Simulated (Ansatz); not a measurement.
## Cu wire along [110], 14 atoms a period: bands along the axis

Wanted: the relaxed geometry and the bands of the Cu wire along [110], 14 atoms a period.

Method: DFT PBE, plane waves, PAW; relaxation of a wire's period; PAW set soft_1, in the first sound run; inputs show where later runs differ, in Ansatz 0.2.0.

### Step 1. The starting structure

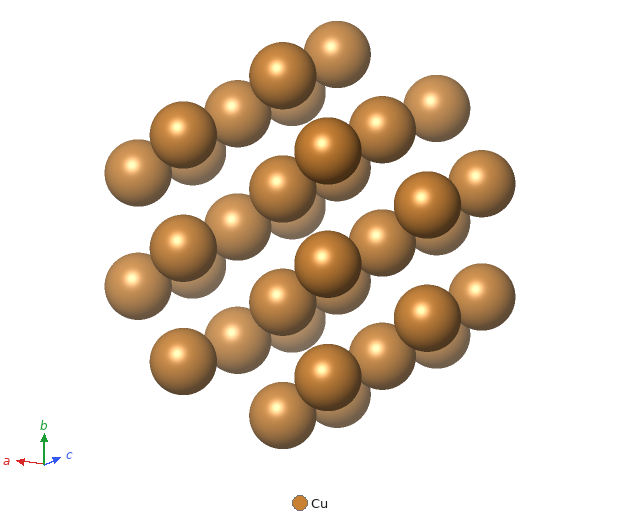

Start, viewed at a slant to the c axis; copper orange. 1×1×2 cells are drawn. Some periodic images of atoms are drawn too.

The cell holds 14 atoms: 14 Cu. Cell: a = 14.060 Å, b = 14.500 Å, c = 2.567 Å, α = 90.0°, β = 90.0°, γ = 90.0°. Vacuum lies along a and b. The structure's axis is c.

### Step 2. Relaxing the period

Band widths follow the bond lengths, so the wire is relaxed first. The atoms and the third cell vector are free; the box across stays fixed as vacuum. A Fermi-Dirac smearing is set since the result may be a metal. The pressure printed is a third of the stress's trace over the whole box, vacuum included; only the stress along the axis is relaxed.

input.yaml reads:

```yaml
crystal:
  lattice:
    - [14.06, 0.0, 0.0]
    - [0.0, 14.5, 0.0]
    - [0.0, 0.0, 2.5667976157]
  atoms:
    - { symbol: Cu, position: [0.370910384, 0.322993021, 0.0] }
    - { symbol: Cu, position: [0.370910384, 0.500013546, 0.0] }
    - { symbol: Cu, position: [0.629089616, 0.322993021, 0.0] }
    - { symbol: Cu, position: [0.629089616, 0.500013546, 0.0] }
    - { symbol: Cu, position: [0.241820768, 0.411503284, 0.5] }
    - { symbol: Cu, position: [0.241820768, 0.588523809, 0.5] }
    - { symbol: Cu, position: [0.5, 0.234482759, 0.5] }
    - { symbol: Cu, position: [0.5, 0.411503284, 0.5] }
    - { symbol: Cu, position: [0.5, 0.588523809, 0.5] }
    - { symbol: Cu, position: [0.5, 0.765544334, 0.5] }
    - { symbol: Cu, position: [0.758179232, 0.411503284, 0.5] }
    - { symbol: Cu, position: [0.758179232, 0.588523809, 0.5] }
    - { symbol: Cu, position: [0.370910384, 0.677034072, 0.0] }
    - { symbol: Cu, position: [0.629089616, 0.677034072, 0.0] }
kpoints:
  mp_grid: { grid: [1, 1, 32] }
scf:
  occupations: { method: fermi_dirac, width: 0.05 }
hamiltonian:
  xc: pbe
  pseudopotentials: { kind: paw, azcp: { folder: soft_1 } }
relax:
  cell: { fix: [a, b, alpha, beta, gamma] }
  max_steps: 45
  f_tol: 0.03
```

On the command line:

```console
ansatz run input.yaml --threads 4 --pin off --max-ram 16384MiB --backend cpu --events-out ev --progress --plain --runs-dir out
```

Numbers of over 12 decimals in the logs are rounded to 6 here.

The program printed:

```text
Engine: ansatz 0.2.0, aarch64-unknown-linux-gnu
Pseudopotentials: kind: paw
Pseudopotential: Cu, paw, valence charge 19, recommended cutoff 420 eV (normal), soft_1/Cu.paw.azcp
Functional definition: PBE
  parameter kappa = 0.804
  parameter beta = 0.066725
  exchange = pbe_x(kappa = kappa, mu = beta*pi^2/3)
  correlation = pbe_c(beta = beta)
Crystal: 14 atoms, lattice volume = 523.293 Å³
Basis set: ecut = 420 eV, 10255 PW (Γ), exchange–correlation on 192×200×36 points (8 copies of the dense FFT grid, shifted against one another)
Bands: 160, of which v1, the nominal top of the filled ones, is band 133 counted from 1 (132 counted from 0)
Symmetry: 8 space group operations
Space group: Pmmm (ITA 47), of the structure as read, at distance tolerance 8.1e-5 Å
k-points: 17 of 32
Non-local potential: Cu, projectors of the file, l = 0: 3, l = 1: 2, l = 2: 3, l = 3: 1
PAW form: soft (Blöchl's): semilocal exchange-correlation on the pseudo side does not see the compensation charge
PAW one-centre angular grid: Cu, 590 points (default); XC on 64 Gauss nodes
Initial density: superposition of atomic densities (neutral atoms: chi_scale 0, normalization atom)
Initial wavefunctions: pseudopotential atomic-orbital guess
Functional: x = pbe(κ = 0.804, μ = 0.219515), c = pbe(β = 0.066725)
SCF iter   1: F=—  HF=-92755.103979 eV  |F-HF|=—  |Δ(HF+E_count)|=         —  Δρ=1.30e-1  dr2=5.49e1  ethr=3.10e-3  ⟨swp⟩=6.8  Hψ=11057  notcnv=0  defer=95
preconditioner: auto → LDOS  [metal: Δε(μ)=0.010 eV  Ē_g=6.616 eV  σ=0.050 eV  W_gap=0.05  n_scr=96 (ndim 8)  ℏωp=20.1 eV  f_vac=0.599  D(μ)=7.09/eV (n_scr^D=36)  β→1.0]
SCF iter   2: F=—  HF=-92808.204016 eV  |F-HF|=—  |Δ(HF+E_count)|=    5.31e1  Δρ=2.55e-1  dr2=1.94e2  ethr=3.10e-3  ⟨swp⟩=4.0  Hψ=8178  notcnv=0  defer=280  recentre
SCF iter   3: F=—  HF=-92746.195196 eV  |F-HF|=—  |Δ(HF+E_count)|=    6.20e1  Δρ=3.92e-2  dr2=5.40e0  ethr=3.10e-3  ⟨swp⟩=4.0  Hψ=7100  notcnv=0  defer=308
SCF iter   4: F=—  HF=-92745.530779 eV  |F-HF|=—  |Δ(HF+E_count)|=   6.64e-1  Δρ=1.82e-2  dr2=1.06e0  ethr=2.03e-3  ⟨swp⟩=2.2  Hψ=4556  notcnv=0  defer=294
SCF iter   5: F=—  HF=-92745.342093 eV  |F-HF|=—  |Δ(HF+E_count)|=   1.89e-1  Δρ=4.07e-3  dr2=6.28e-2  ethr=3.97e-4  ⟨swp⟩=2.0  Hψ=4452  notcnv=0  defer=294
SCF iter   6: F=—  HF=-92745.366132 eV  |F-HF|=—  |Δ(HF+E_count)|=   2.40e-2  Δρ=1.95e-3  dr2=1.57e-2  ethr=2.36e-5  ⟨swp⟩=2.0  Hψ=3931  notcnv=0  defer=294
SCF iter   7: F=—  HF=-92745.372195 eV  |F-HF|=—  |Δ(HF+E_count)|=   6.06e-3  Δρ=1.02e-3  dr2=3.31e-3  ethr=5.88e-6  ⟨swp⟩=2.0  Hψ=3799  notcnv=0  defer=294
SCF iter   8: F=—  HF=-92745.373480 eV  |F-HF|=—  |Δ(HF+E_count)|=   1.28e-3  Δρ=3.13e-4  dr2=4.49e-4  ethr=1.24e-6  ⟨swp⟩=2.0  Hψ=3815  notcnv=0  defer=294
SCF iter   9: F=—  HF=-92745.373557 eV  |F-HF|=—  |Δ(HF+E_count)|=   7.70e-5  Δρ=1.90e-4  dr2=1.44e-4  ethr=1.69e-7  ⟨swp⟩=2.1  Hψ=3732  notcnv=0  defer=294
SCF iter  10: F=—  HF=-92745.373534 eV  |F-HF|=—  |Δ(HF+E_count)|=   2.35e-5  Δρ=7.22e-5  dr2=2.39e-5  ethr=5.42e-8  ⟨swp⟩=2.0  Hψ=3685  notcnv=0  defer=294
SCF iter  11: F=—  HF=-92745.373605 eV  |F-HF|=—  |Δ(HF+E_count)|=   7.14e-5  Δρ=2.88e-5  dr2=3.39e-6  ethr=9.00e-9  ⟨swp⟩=2.1  Hψ=3747  notcnv=0  defer=294
SCF iter  12: F=—  HF=-92745.373607 eV  |F-HF|=—  |Δ(HF+E_count)|=   2.47e-6  Δρ=1.83e-5  dr2=1.09e-6  ethr=1.28e-9  ⟨swp⟩=2.0  Hψ=3714  notcnv=0  defer=294
SCF iter  13: F=—  HF=-92745.373608 eV  |F-HF|=—  |Δ(HF+E_count)|=   5.24e-7  Δρ=6.72e-6  dr2=1.55e-7  ethr=4.11e-10  ⟨swp⟩=2.0  Hψ=3715  notcnv=0  defer=294
SCF iter  14: F=-92745.373608 eV  HF=-92745.373608 eV  |F-HF|=5.60e-8  |Δ(HF+E_count)|=   1.87e-7  Δρ=4.71e-6  dr2=7.54e-8  ethr=3.76e-11  ⟨swp⟩=4.0  Hψ=8604  notcnv=0
SCF 1 converged in 14 iterations: F = -92745.373608 eV  dr2 = 7.54e-8
  greatest PAW one-centre occupation: 1.000 electrons in one spin orbital (limit 2), on the Cu atom at site 11 (counted from 0), in its partial waves of l = 0
relax step   1: F+E_penalty+E_count = -92745.37360804 eV  Δ(F+E_penalty+E_count) = +0.000e0 eV  max|allowed force component| = 4.976e-1 eV/Å  Δτ_max = 0.0000 Å  P = -1.848 GPa  Ω = 523.293 Å³  fix = [a, b, alpha, beta, gamma]  reactions: a -1.683, b -1.527 GPa  (14 SCF iters, dr2 threshold 1.00e-7 eV, accepted)
Crystal: 14 atoms, lattice volume = 517.825 Å³
Basis set: ecut = 420 eV, 10139 PW (Γ), exchange–correlation on 192×200×36 points (8 copies of the dense FFT grid, shifted against one another)
Initial density: handed on by an earlier stage of this run
Initial wavefunctions: those handed on with the density
iter 1 solved again at ethr=4.34e-5 eV; its pass at ethr=3.10e-3 eV (dr2=1.15e-1 eV) is discarded
SCF iter   1: F=—  HF=-92745.565159 eV  |F-HF|=—  |Δ(HF+E_count)|=         —  Δρ=6.34e-3  dr2=1.17e-1  ethr=4.34e-5  ⟨swp⟩=2.9  Hψ=13004  notcnv=0
preconditioner: auto → LDOS  [metal: Δε(μ)=0.026 eV  Ē_g=7.366 eV  σ=0.050 eV  W_gap=0.13  n_scr=96 (ndim 8)  ℏωp=20.3 eV  f_vac=0.604  D(μ)=5.34/eV (n_scr^D=28)  β→1.0]
SCF iter   2: F=—  HF=-92745.669546 eV  |F-HF|=—  |Δ(HF+E_count)|=   1.04e-1  Δρ=1.47e-2  dr2=6.21e-1  ethr=4.34e-5  ⟨swp⟩=3.3  Hψ=5868  notcnv=0  recentre
SCF iter   3: F=—  HF=-92745.546311 eV  |F-HF|=—  |Δ(HF+E_count)|=   1.23e-1  Δρ=3.06e-3  dr2=2.75e-2  ethr=4.34e-5  ⟨swp⟩=2.5  Hψ=5465  notcnv=0  defer=294
SCF iter   4: F=—  HF=-92745.540874 eV  |F-HF|=—  |Δ(HF+E_count)|=   5.44e-3  Δρ=8.08e-4  dr2=2.07e-3  ethr=1.03e-5  ⟨swp⟩=2.0  Hψ=3709  notcnv=0  defer=294
SCF iter   5: F=—  HF=-92745.540619 eV  |F-HF|=—  |Δ(HF+E_count)|=   2.54e-4  Δρ=2.61e-4  dr2=2.00e-4  ethr=7.79e-7  ⟨swp⟩=2.4  Hψ=3740  notcnv=0  defer=294
SCF iter   6: F=—  HF=-92745.540743 eV  |F-HF|=—  |Δ(HF+E_count)|=   1.23e-4  Δρ=9.49e-5  dr2=3.28e-5  ethr=7.51e-8  ⟨swp⟩=2.0  Hψ=3852  notcnv=0  defer=294
SCF iter   7: F=—  HF=-92745.540755 eV  |F-HF|=—  |Δ(HF+E_count)|=   1.21e-5  Δρ=6.57e-5  dr2=1.38e-5  ethr=1.23e-8  ⟨swp⟩=2.2  Hψ=4055  notcnv=0  defer=294
SCF iter   8: F=—  HF=-92745.540754 eV  |F-HF|=—  |Δ(HF+E_count)|=   1.12e-6  Δρ=1.90e-5  dr2=1.90e-6  ethr=5.18e-9  ⟨swp⟩=2.7  Hψ=3716  notcnv=0  defer=294
SCF iter   9: F=-92745.540754 eV  HF=-92745.540754 eV  |F-HF|=8.12e-9  |Δ(HF+E_count)|=   2.40e-7  Δρ=6.34e-6  dr2=3.03e-7  ethr=5.26e-10  ⟨swp⟩=4.0  Hψ=8392  notcnv=0
SCF 2 converged in 9 iterations: F = -92745.540754 eV  dr2 = 3.03e-7
  greatest PAW one-centre occupation: 1.000 electrons in one spin orbital (limit 2), on the Cu atom at site 10 (counted from 0), in its partial waves of l = 0
[...]
SCF iter   7: F=—  HF=-92745.606837 eV  |F-HF|=—  |Δ(HF+E_count)|=   1.17e-5  Δρ=8.39e-5  dr2=2.16e-5  ethr=1.43e-8  ⟨swp⟩=2.4  Hψ=4699  notcnv=0  defer=298
SCF iter   8: F=—  HF=-92745.606834 eV  |F-HF|=—  |Δ(HF+E_count)|=   3.03e-6  Δρ=2.50e-5  dr2=2.99e-6  ethr=8.13e-9  ⟨swp⟩=3.0  Hψ=4495  notcnv=0  defer=298
SCF iter   9: F=-92745.606834 eV  HF=-92745.606834 eV  |F-HF|=1.05e-7  |Δ(HF+E_count)|=   2.23e-7  Δρ=6.78e-6  dr2=3.16e-7  ethr=5.26e-10  ⟨swp⟩=4.0  Hψ=8632  notcnv=0
SCF 3 converged in 9 iterations: F = -92745.606834 eV  dr2 = 3.16e-7
relax step   3: F+E_penalty+E_count = -92745.60683430 eV  Δ(F+E_penalty+E_count) = -6.608e-2 eV  max|allowed force component| = 5.506e-2 eV/Å  Δτ_max = 0.0706 Å  P = +0.236 GPa  Ω = 510.555 Å³  energy of the carried Pulay correction = +3.392e-3 eV  fix = [a, b, alpha, beta, gamma]  reactions: a +0.271, b +0.255 GPa  (9 SCF iters, dr2 threshold 1.40e-6 eV, accepted)
[...]
relax step   4: F+E_penalty+E_count = -92745.60939284 eV  Δ(F+E_penalty+E_count) = -2.559e-3 eV  max|allowed force component| = 3.254e-2 eV/Å  Δτ_max = 0.0252 Å  P = -0.045 GPa  Ω = 510.577 Å³  energy of the carried Pulay correction = +3.386e-3 eV  fix = [a, b, alpha, beta, gamma]  reactions: a -0.039, b -0.031 GPa  (9 SCF iters, dr2 threshold 1.89e-7 eV, accepted)
[...]
relax step   5: F+E_penalty+E_count = -92745.61016855 eV  Δ(F+E_penalty+E_count) = -7.757e-4 eV  max|allowed force component| = 3.104e-3 eV/Å  Δτ_max = 0.0093 Å  P = +0.020 GPa  Ω = 510.334 Å³  energy of the carried Pulay correction = +3.452e-3 eV  fix = [a, b, alpha, beta, gamma]  reactions: a +0.017, b +0.027 GPa  (8 SCF iters, dr2 threshold 6.62e-8 eV, accepted)
Initial wavefunctions: pseudopotential atomic-orbital guess (no wavefunctions were taken with the density)
iter 1 solved again at ethr=1.86e-6 eV; its pass at ethr=3.10e-3 eV (dr2=4.94e-3 eV) is discarded
SCF iter   1: F=—  HF=-92745.606142 eV  |F-HF|=—  |Δ(HF+E_count)|=         —  Δρ=5.21e-5  dr2=3.12e-6  ethr=1.86e-6  ⟨swp⟩=4.0  Hψ=18243  notcnv=0
eigensolver tolerance schedule: the retry pair's looser diagonalisation over-reported the residual by 1579.88 of it (diagonalisation noise at 17.55 of the residual, at the tolerance the schedule requests for it); recorded, not acted on — ethr = c·dr2/N_el stays at c = 1.0e-1
preconditioner: auto → LDOS  [metal: Δε(μ)=0.019 eV  Ē_g=7.548 eV  σ=0.050 eV  W_gap=0.09  n_scr=96 (ndim 8)  ℏωp=20.4 eV  f_vac=0.607  D(μ)=5.64/eV (n_scr^D=36)  β→1.0]
SCF iter   2: F=—  HF=-92745.606209 eV  |F-HF|=—  |Δ(HF+E_count)|=   6.62e-5  Δρ=2.65e-4  dr2=2.12e-4  ethr=1.17e-9  ⟨swp⟩=3.5  Hψ=6464  notcnv=0
SCF iter   3: F=—  HF=-92745.606235 eV  |F-HF|=—  |Δ(HF+E_count)|=   2.63e-5  Δρ=3.49e-4  dr2=3.33e-4  ethr=1.17e-9  ⟨swp⟩=4.0  Hψ=6598  notcnv=0
SCF iter   4: F=—  HF=-92745.606162 eV  |F-HF|=—  |Δ(HF+E_count)|=   7.28e-5  Δρ=4.71e-5  dr2=5.87e-6  ethr=1.17e-9  ⟨swp⟩=3.0  Hψ=6255  notcnv=0
SCF iter   5: F=—  HF=-92745.606192 eV  |F-HF|=—  |Δ(HF+E_count)|=   2.97e-5  Δρ=2.21e-5  dr2=1.52e-6  ethr=1.17e-9  ⟨swp⟩=2.1  Hψ=4775  notcnv=0
SCF iter   6: F=—  HF=-92745.606191 eV  |F-HF|=—  |Δ(HF+E_count)|=   2.31e-7  Δρ=1.69e-6  dr2=4.79e-8  ethr=5.70e-10  ⟨swp⟩=2.0  Hψ=3938  notcnv=0
SCF iter   7: F=—  HF=-92745.606192 eV  |F-HF|=—  |Δ(HF+E_count)|=   1.87e-8  Δρ=1.51e-6  dr2=9.00e-9  ethr=1.80e-11  ⟨swp⟩=2.0  Hψ=4043  notcnv=0
SCF iter   8: F=—  HF=-92745.606192 eV  |F-HF|=—  |Δ(HF+E_count)|=  9.17e-10  Δρ=9.98e-7  dr2=3.52e-9  ethr=3.38e-12  ⟨swp⟩=2.0  Hψ=4349  notcnv=0
SCF iter   9: F=—  HF=-92745.606192 eV  |F-HF|=—  |Δ(HF+E_count)|=  1.89e-10  Δρ=2.40e-7  dr2=3.50e-10  ethr=1.32e-12  ⟨swp⟩=2.0  Hψ=3849  notcnv=0
SCF iter  10: F=-92745.606192 eV  HF=-92745.606192 eV  |F-HF|=1.60e-10  |Δ(HF+E_count)|=  2.47e-10  Δρ=1.37e-7  dr2=5.86e-11  ethr=1.00e-12  ⟨swp⟩=4.8  Hψ=8624  notcnv=0
SCF 6 converged in 10 iterations: F = -92745.606192 eV  dr2 = 5.86e-11
relax step   6: F+E_penalty+E_count = -92745.60619151 eV  Δ(F+E_penalty+E_count) = +3.977e-3 eV  max|allowed force component| = 3.062e-3 eV/Å  Δτ_max = 0.0000 Å  P = +0.025 GPa  Ω = 510.334 Å³  fix = [a, b, alpha, beta, gamma]  reactions: a +0.020, b +0.029 GPa  stress off target by 2.65e-2 GPa on what of the cell is left free  SCF on the basis re-selected at this cell (its energy is not comparable with the rows above)  (10 SCF iters)
basis re-selected at this cell: Δ(F+E_penalty+E_count) = +3.977e-3 eV, ΔP = +0.005 GPa vs the last step (what re-selecting the basis moved, of the pressure what is left beyond the Pulay correction that the steps carried, after the strain that the cell walked since its last selection, with what the two solves' SCF thresholds leave and, on support functions, any second-order correction that the steps lacked; it is no m [...]
SCF converged after 10 iterations
Free energy (F): -92745.606192 eV
Harris-Foulkes:  -92745.606192 eV  (|F-HF|=1.60e-10)
Internal energy: -92745.561141 eV  (E = F + TS)
E sigma→0 (E₀):  -92745.583666 eV
Entropy (-TS):   -0.045051 eV (-3.218 meV/atom)
Fermi energy:    2.333586 eV
--- Per-component energies (eV) ---
  E_band       = -8807.009118
  E_kinetic    = 3662.344219
  E_local      = -278594.114049  (includes V_loc(G=0)·N_el)
  E_nonlocal   = 12507.382791
  E_hartree    = 132652.326635
  E_xc         = -952.209737
  E_vxc        = -1228.182590  (∫ρ·V_xc dr)
  E_paw        = -25452.087297  (= ΣΔE_a)
  E_vpaw       = -10459.105756  (= ΣTr[D̂ρ^β])
  E_aug_tail   = 0.013632  (compensation charges beyond the density's cutoff)
  E_ewald      = 63430.782664
  E_smearing   = -0.045051  (= −TS)
  E_closure    = -0.000000  (closes the sum)
  Σ components = -92745.606192   (vs F -92745.606192, Δ=0.00e0)
--- Forces (eV/Å), atoms counted from 1 ---
  atom   1  Cu    -0.00114211    -0.00036804    -0.00000000
  atom   2  Cu    -0.00306222     0.00000000     0.00000000
  atom   3  Cu     0.00114211    -0.00036804    -0.00000000
  atom   4  Cu     0.00306222    -0.00000000    -0.00000000
  atom   5  Cu     0.00192596     0.00033507     0.00000000
  atom   6  Cu     0.00192596    -0.00033507    -0.00000000
  atom   7  Cu     0.00000000     0.00261103     0.00000000
  atom   8  Cu     0.00000000     0.00036575     0.00000000
  atom   9  Cu     0.00000000    -0.00036575    -0.00000000
  atom  10  Cu     0.00000000    -0.00261103    -0.00000000
  atom  11  Cu    -0.00192596     0.00033507     0.00000000
  atom  12  Cu    -0.00192596    -0.00033507    -0.00000000
  atom  13  Cu    -0.00114211     0.00036804     0.00000000
  atom  14  Cu     0.00114211     0.00036804     0.00000000
  max |Σ_I F_I| component: 0.00e0 eV/Å
--- Stress (GPa, compression-positive) ---
        0.019672      -0.000000      -0.000000
       -0.000000       0.029408      -0.000000
       -0.000000      -0.000000       0.026497
  P = ⅓ Tr σ = 0.0252 GPa (0.252 kbar)
--- Relaxed structure (5 steps of the walk, 5 accepted, 1 SCFs on fresh bases) ---
  F+E_penalty+E_count = -92745.60619151 eV   max|allowed force component| = 3.062e-3 eV/Å   (the final SCF, on the basis selected at the relaxed cell)
  cell:  # Å, volume = 510.3340 Å³
    - [14.06, 0, 0]
    - [0, 14.5, 0]
    - [0, 0, 2.503233]
  atoms:
    - { symbol: Cu, position: [0.369413, 0.322991, 0] }
    - { symbol: Cu, position: [0.369969, 0.500014, 0] }
    - { symbol: Cu, position: [0.630587, 0.322991, 0] }
    - { symbol: Cu, position: [0.630031, 0.500014, 0.0] }
    - { symbol: Cu, position: [0.246272, 0.412694, 0.500000] }
    - { symbol: Cu, position: [0.246272, 0.587333, 0.500000] }
    - { symbol: Cu, position: [0.5, 0.243111, 0.500000] }
    - { symbol: Cu, position: [0.5, 0.413304, 0.500000] }
    - { symbol: Cu, position: [0.5, 0.586723, 0.500000] }
    - { symbol: Cu, position: [0.5, 0.756916, 0.500000] }
    - { symbol: Cu, position: [0.753728, 0.412694, 0.500000] }
    - { symbol: Cu, position: [0.753728, 0.587333, 0.500000] }
    - { symbol: Cu, position: [0.369413, 0.677036, 0] }
    - { symbol: Cu, position: [0.630587, 0.677036, 0] }
```

Wall time 3.6 min (4 threads of Arm Neoverse V1, shared host); peak memory 2.3 GiB; 14 min of CPU time.

[end of part 1 of 2]

[Logs are printed without paths, hosts, clocks, repeated set-up lines and the standing remarks that a program may print on its own settings, such as how far it seeks lower states.]

[Hosts, paths, dates, database ids (printed as entryN), source tags and the programs' standing remarks are cut or masked in the printed files.]
